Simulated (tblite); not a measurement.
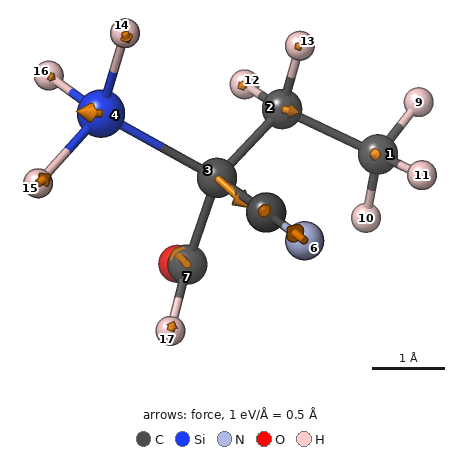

Starting geometry of C₅H₉NOSi with the computed forces as orange arrows. Style: ball-and-stick. Shown at a tilt.

All numbers below come from GFN2-xTB geometry optimisation, gas phase in tblite 0.8.0. 

Q: What follows when this structure is relaxed?

A: It isn't relaxed: the largest force vector, on the O atom, is 1.85 eV/Å. The final displacements have little in common with the starting forces (cosine between the two patterns 0.29). The largest moves after the best rigid fit, 0.13 Å, are those of H atoms. Largest moves by element: H 0.13 Å, O 0.11 Å, N 0.07 Å, C 0.06 Å, Si 0.03 Å. Near-neighbour distances that change, for instance: C–C 1.479 → 1.430 Å, H–Si 1.492 → 1.460 Å, C–C 1.515 → 1.490 Å, C–O 1.225 → 1.201 Å. Among the angles between lasting bonds that change: C–Si–H 110.0° → 105.3°, C–Si–H 110.5° → 106.1°, Si–C–C 107.4° → 103.5°. Over 49 geometry steps the energy falls by 14.4 kJ/mol. The run took 0.54 s on 1 thread of Arm Neoverse N1, on a shared host.
